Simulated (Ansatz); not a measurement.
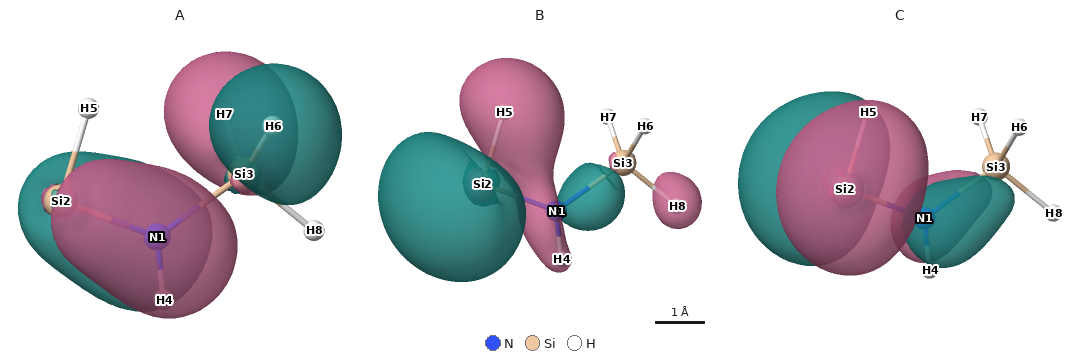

The picture shows: H$_{5}$NSi$_{2}$. Three frontier orbitals at ±0.08 Å⁻³ᐟ² (teal and pink are the two phases), in no order.

Geometry: PBE0-D4/def2-TZVP.

The calculation used RKS PBE0-D4/def2-TZVPP in Ansatz.

```xyz
8

N    -0.7136    0.0038   -0.6467
Si   -0.4324    1.4021   -1.6054
Si    0.2744   -0.5465    0.6852
H    -1.5261   -0.5536   -0.8725
H     0.8397    1.7876   -0.8308
H     0.3254    0.4779    1.7573
H     1.6558   -0.8354    0.2277
H    -0.3309   -1.7930    1.2292
```

**Order the three orbitals by energy and name them.**

A is the HOMO−1 (−8.39 eV). Its weight (Hirshfeld) is mainly on N1 (about 45 %), Si3 (about 15 %), Si2 (about 15 %), H6 (about 10 %) and H7 (about 10 %). B is the HOMO (−6.52 eV). By Hirshfeld shares it lies mainly on Si2 (about 75 %), H5 (about 15 %) and N1 (about 5 %). C is the LUMO (−1.90 eV). By Hirshfeld shares it lies mainly on Si2 (about 80 %) and N1 (about 10 %).

**What is the HOMO–LUMO gap?**

4.62 eV between the orbital energies.
